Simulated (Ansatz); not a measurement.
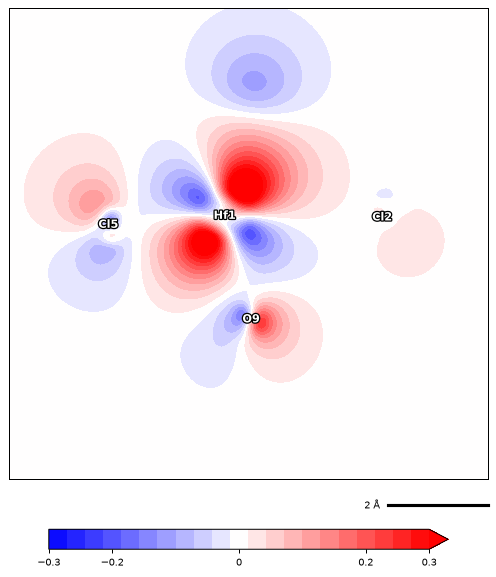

Cl3H3HfO2···HCl. One frontier orbital on the plane of atoms Cl5, Hf1 and O9 (values in Å⁻³ᐟ²; the overall sign is arbitrary).

A transition-state structure; geometry: PBE0-D4/def2-TZVP; core potentials replace the inner electrons of Hf.

Level of theory: RKS PBE0-D4/def2-TZVPP (Ansatz 0.2.0).

| atom | x (Å) | y (Å) | z (Å) |
| --- | --- | --- | --- |
| Hf | -0.4495 | 0.7004 | -0.3196 |
| Cl | -0.6150 | -2.4457 | -0.3151 |
| Cl | -0.8882 | 0.3702 | -2.6137 |
| Cl | -2.5486 | 0.1889 | 0.6937 |
| Cl | -0.3278 | 3.0133 | -0.0838 |
| H | 1.5136 | -0.0235 | 0.5597 |
| O | 1.5804 | 0.1350 | -0.6245 |
| H | -1.7035 | -2.1232 | 0.2976 |
| O | 0.6551 | 0.0994 | 1.4081 |
| H | 2.0007 | -0.4541 | -1.2513 |
| H | 0.7829 | 0.5394 | 2.2490 |

> Which orbital is it: HOMO or LUMO?

The LUMO, at −1.39 eV. By Hirshfeld shares it lies mainly on Hf1 (about 65 %), Cl4 (about 10 %) and Cl3 (about 10 %).
